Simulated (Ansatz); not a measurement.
Si2H7F: several calculations on one system

**1. Relaxation**

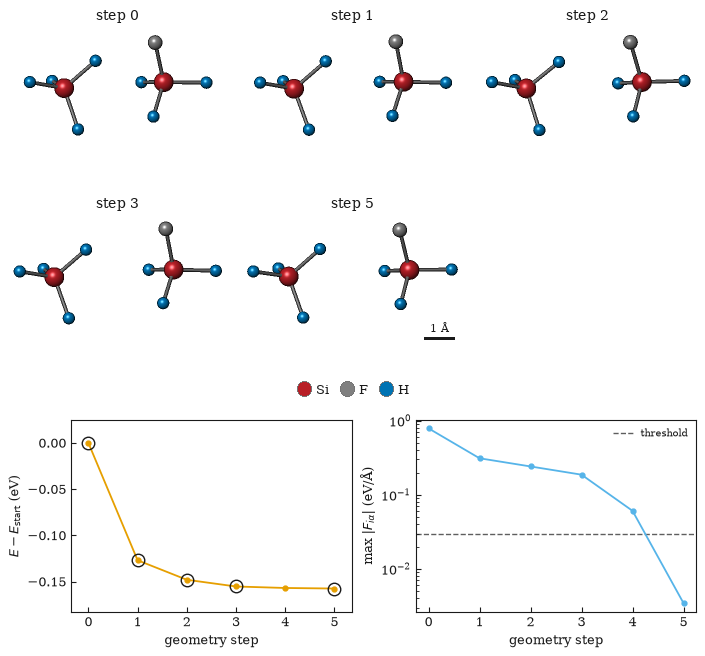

Frames of a relaxation of Si$_{2}$H$_{7}$F, marked on the history of the run. The picture is a ball-and-stick view, seen at a tilt.

The run prepares an end point of a later path (reaction) calculation, from a guessed geometry.

The calculation used RKS PBE0/def2-SVP in Ansatz. Settings: no spin polarisation; force threshold 0.03 eV/Å; at most 50 steps.

Question: What happens along the run?

Answer: Over 5 geometry steps the energy falls by 0.157 eV. Largest force component: 0.79 eV/Å at the start, 0.0035 eV/Å at the end. The atom that moves furthest after the best rigid fit is an H atom (0.42 Å). Largest moves by element: H 0.42 Å, Si 0.37 Å, F 0.33 Å. Near-neighbour distances that change, for instance: Si–Si 3.431 → 4.162 Å, H–Si 1.472 → 1.493 Å, F–Si 1.611 → 1.626 Å. From step 0 to 1: the F atom moves most (0.20 Å), energy −0.127 eV. From step 1 to 2: an H atom moves most (0.20 Å), energy −0.021 eV. From step 2 to 3: the F atom moves most (0.19 Å), energy −0.007 eV. From step 3 to 5: an H atom moves most (0.09 Å), energy −0.002 eV.

```tsv
step	E − E(0), eV	largest force component, eV/Å
0	0.0000	0.7889
1	-0.1269	0.3115
2	-0.1480	0.2415
3	-0.1553	0.1871
4	-0.1569	0.0608
5	-0.1575	0.0035
```

**2. Relaxation**

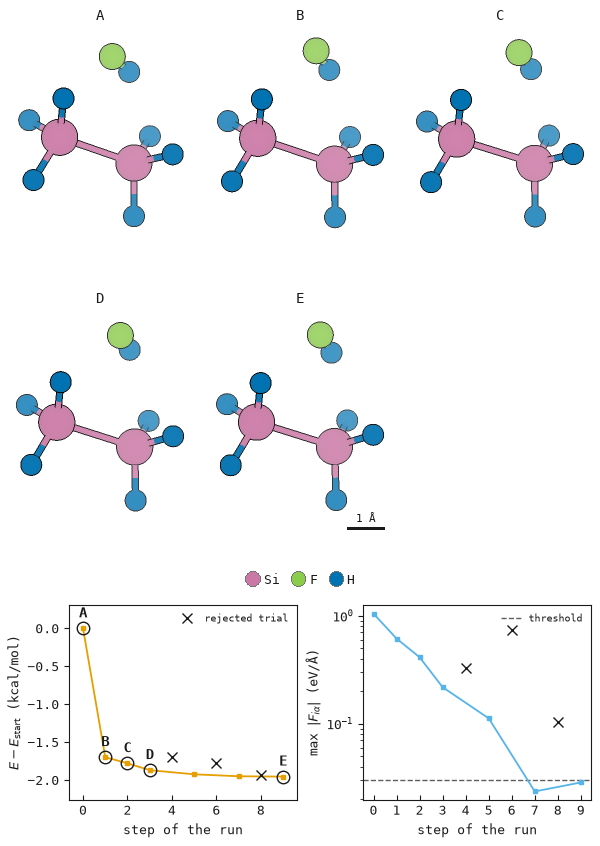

Frames of a relaxation of Si2H7F, marked on the history of the run. The picture is a ball-and-stick view, seen at a tilt.

The run prepares an end point of a later path (reaction) calculation, from a guessed geometry.

Level of theory: RKS PBE0/def2-SVP in Ansatz. (no spin polarisation; force threshold 0.03 eV/Å; at most 50 steps)

### What happens along the run?

The atom that moves furthest after the best rigid fit is the F atom (0.25 Å). By element the largest moves are F 0.25 Å, Si 0.10 Å, H 0.10 Å. Among the contacts that change: Si–Si 2.258 → 2.350 Å. Over 6 accepted moves (9 points after the start) the energy falls by 1.95 kcal/mol. The largest force component goes from 1 to 0.028 eV/Å. The line search rejected the trial steps at points 4, 6, 8 of the run. The forces were under the threshold at step 7, but the run went on from there. From step 0 to 1: the F atom moves most (0.19 Å), energy −1.70 kcal/mol. From step 1 to 2: the F atom moves most (0.09 Å), energy −0.08 kcal/mol. From step 2 to 3: F and H atoms move most (0.08 Å), energy −0.09 kcal/mol. From step 3 to 9: an H atom moves most (0.10 Å), energy −0.09 kcal/mol.

**3. Path**

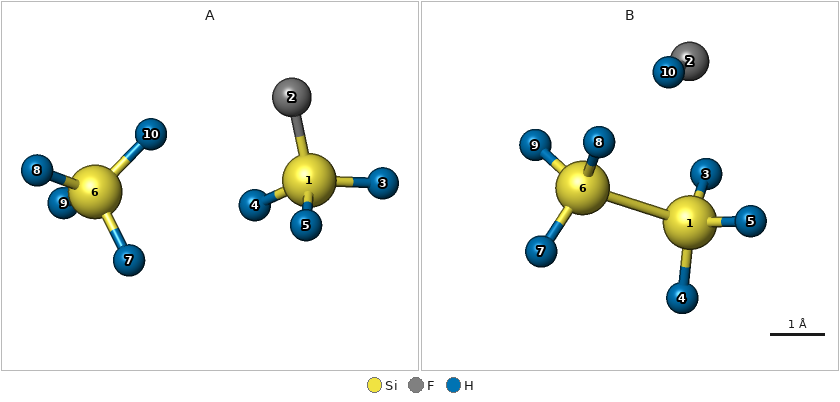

The two relaxed end points of a path for Si₂H₇F, made up at the start of SiH$_{3}$F and SiH$_{4}$. Style: ball-and-stick. Shown at a tilt.

These are results of RKS PBE0/def2-SVP (Ansatz), not measurements.

Settings: 7 movable images; climbing image; force threshold 0.05 eV/Å; iteration limit 60.

Start:
```xyz
10

Si    0.6912   -0.0291   -0.2500
F     1.0090    0.0212    1.3437
H     1.9781    0.0954   -0.9887
H    -0.2108    1.1063   -0.5915
H     0.0363   -1.3287   -0.5639
Si   -3.1239    0.0272    1.4130
H    -3.2187   -0.8612    0.2160
H    -4.0753   -0.4471    2.4606
H    -3.4688    1.4245    1.0170
H    -1.7297   -0.0085    1.9447
```

End:
```xyz
10

Si   -0.3733   -0.0809   -0.4842
F    -0.0512    0.0319    2.6079
H     0.6121    0.9562   -0.0680
H    -0.6016    0.0336   -1.9592
H     0.1647   -1.4455   -0.2004
Si   -2.4165    0.2167    0.6381
H    -3.5835   -0.1305   -0.2292
H    -2.4881   -0.6980    1.8316
H    -2.5774    1.6174    1.1300
H    -0.7979   -0.5010    2.7346
```

> Predict the minimum-energy path and its barrier.

The highest point, image 4, lies 2.61 eV above the start and 1.62 eV above the end; the end is at +0.99 eV relative to the start. Breaking: Si1–F2 (1.63 → 1.94 at the top → 3.11 Å), Si6–H10 (1.49 → 1.81 at the top → 2.74 Å). Forming: F2–H10 (2.80 → 1.19 at the top → 0.93 Å), Si1–Si6 (4.16 → 2.60 at the top → 2.35 Å). The band is converged. At the top, the vibrational analysis gives one imaginary mode (1143i cm⁻¹), as a transition state must have.

Energies of the converged images:

| image | path (Å) | E (eV) |
| --- | --- | --- |
| 0 | 0.00 | 0.000 |
| 1 | 1.07 | 0.004 |
| 2 | 2.13 | 0.066 |
| 3 | 3.19 | 0.765 |
| 4 | 4.26 | 2.611 |
| 5 | 5.05 | 1.564 |
| 6 | 5.85 | 1.076 |
| 7 | 6.65 | 1.008 |
| 8 | 7.44 | 0.994 |

The geometry at the top of the path:

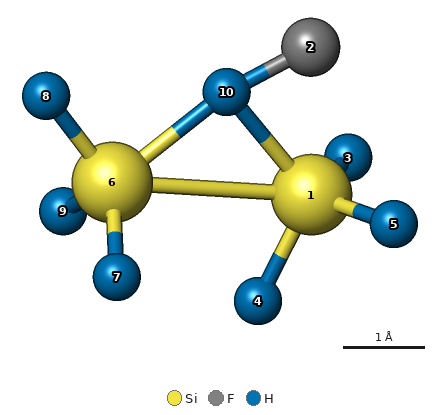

Limits of the set-up: the start holds two separate molecules, 2.8 Å apart at their closest, whose relative position is a soft coordinate and is computed without a dispersion correction.

The run took 4.8 min on 2 threads of Arm Neoverse V1, on a shared host, peak memory 0.18 GiB.
